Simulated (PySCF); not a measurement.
**Run report: C₂H₉NSi₂, NMR shielding calculation**

The run: NMR shielding calculation of C₂H₉NSi₂, SMILES C=N[SiH2]C[SiH3]. Method and program: GIAO BHandHLYP/pcSseg-1 NMR shielding, non-relativistic, gas phase (PySCF 2.14.0).

The geometry comes from this level: PBE0-D3(BJ)/def2-SVP. Figures and captions count atoms from 1; the log counts them from 0 in places.

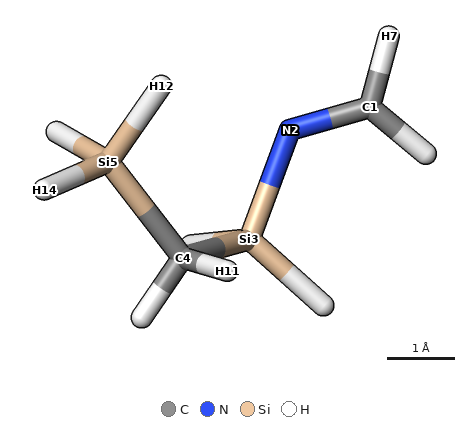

**Figure 1.** The structure as given in the input (stick view, seen at a tilt; atoms are numbered from 1 in the order of the input).

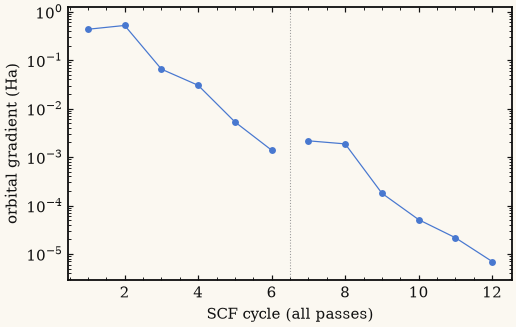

**Figure 2.** Convergence of the self-consistent field: orbital gradient against the SCF cycle. The dotted line marks the change from a coarse to the final integration grid. The first 6 cycles use a coarse grid, the final grid takes over at cycle 7, and the field converges after 12 cycles in all.

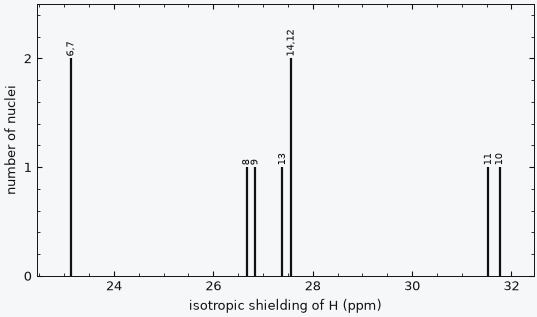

**Figure 3.** Isotropic shieldings of the hydrogen nuclei in this fixed geometry, labelled by atom number; shielding grows to the right, so chemical shift grows to the left. The least shielded is H6 (23.1 ppm), the most shielded H10 (31.8 ppm).

The input that produced these results follows, with the program's output.

Input file
```
{"job": {"kind": "nmr", "xc": "BHandHLYP", "basis": "pcSseg-1", "pop": false}, "charge": 0, "multiplicity": 1}
C     -2.361873    -0.562690     0.802626
N     -1.192281    -0.571768     0.331898
Si    -0.623130     0.380053    -1.033724
C      0.874144     1.343064    -0.457831
Si     2.063648     0.338698     0.610151
H     -3.198027     0.051742     0.400848
H     -2.623051    -1.194352     1.672670
H     -0.227290    -0.587770    -2.098982
H     -1.698816     1.285975    -1.567864
H      1.413483     1.718668    -1.343949
H      0.547207     2.225590     0.117863
H      1.489372     0.098883     1.965718
H      2.366003    -0.974543    -0.036743
H      3.352006     1.084454     0.771482
```

The first line tells a small driver script what to run in PySCF; the rest is the geometry in Å.

Run as:
```bash
OMP_NUM_THREADS=1 python <driver script> task.json out
```

Output
```
coarse grid: 12064 points
cycle   1  E = -715.1594897794  dE =  1.469e-01  |g| = 4.346e-01  |ddm| = 3.197e+00
cycle   2  E = -715.1486122871  dE =  1.088e-02  |g| = 5.206e-01  |ddm| = 6.928e-01
cycle   3  E = -715.2076320931  dE = -5.902e-02  |g| = 6.529e-02  |ddm| = 4.177e-01
cycle   4  E = -715.2085142928  dE = -8.822e-04  |g| = 3.028e-02  |ddm| = 6.645e-02
cycle   5  E = -715.2087264791  dE = -2.122e-04  |g| = 5.317e-03  |ddm| = 2.777e-02
cycle   6  E = -715.2087348222  dE = -8.343e-06  |g| = 1.386e-03  |ddm| = 7.040e-03
final grid: 105608 points
cycle   7  E = -715.2292266834  dE = -6.403e-06  |g| = 2.165e-03  |ddm| = 7.793e-03
cycle   8  E = -715.2292270211  dE = -3.377e-07  |g| = 1.872e-03  |ddm| = 3.753e-03
cycle   9  E = -715.2292279245  dE = -9.034e-07  |g| = 1.792e-04  |ddm| = 1.590e-03
cycle  10  E = -715.2292279329  dE = -8.469e-09  |g| = 5.112e-05  |ddm| = 1.963e-04
cycle  11  E = -715.2292279342  dE = -1.262e-09  |g| = 2.164e-05  |ddm| = 9.464e-05
cycle  12  E = -715.2292279343  dE = -1.390e-10  |g| = 6.991e-06  |ddm| = 2.701e-05
converged SCF energy = -715.2292279343

GIAO shielding tensors (ppm)
atom      isotropic    diamagn.    paramagn.     s11        s22        s33       span
  0 C        9.950     250.507    -240.556    -98.510      5.900    122.462    220.972
  1 N     -170.564     332.947    -503.510   -590.563   -207.750    286.623    877.186
  2 Si     376.189     880.044    -503.855    327.941    378.260    422.365     94.424
  3 C      195.035     258.849     -63.814    186.120    193.683    205.301     19.181
  4 Si     423.998     877.928    -453.930    401.876    406.702    463.416     61.540
  5 H       23.124      28.705      -5.581     20.760     22.428     26.184      5.424
  6 H       23.142      28.675      -5.533     21.784     22.709     24.932      3.148
  7 H       26.669      30.052      -3.383     24.179     24.729     31.098      6.919
  8 H       26.837      29.787      -2.950     23.806     25.018     31.688      7.883
  9 H       31.760      30.497       1.263     26.959     28.641     39.681     12.722
 10 H       31.535      31.854      -0.319     26.928     28.728     38.949     12.022
 11 H       27.589      29.392      -1.803     23.936     26.202     32.629      8.693
 12 H       27.391      29.166      -1.775     24.251     25.827     32.095      7.844
 13 H       27.541      28.225      -0.684     24.130     25.462     33.031      8.901
```

Key numbers

- outcome: converged
- total energy: −715.229228 hartree
- HOMO: −8.48 eV
- LUMO: 0.33 eV
- dipole moment: 1.99 D
- isotropic shielding, C: 10.0 to 195.0 ppm
- isotropic shielding, N: −170.6 ppm
- isotropic shielding, Si: 376.2 to 424.0 ppm
- isotropic shielding, H: 23.1 to 31.8 ppm
- hardware: 1 CPU thread, shared host
- wall time: 12 s
- peak memory: 0.8 GiB
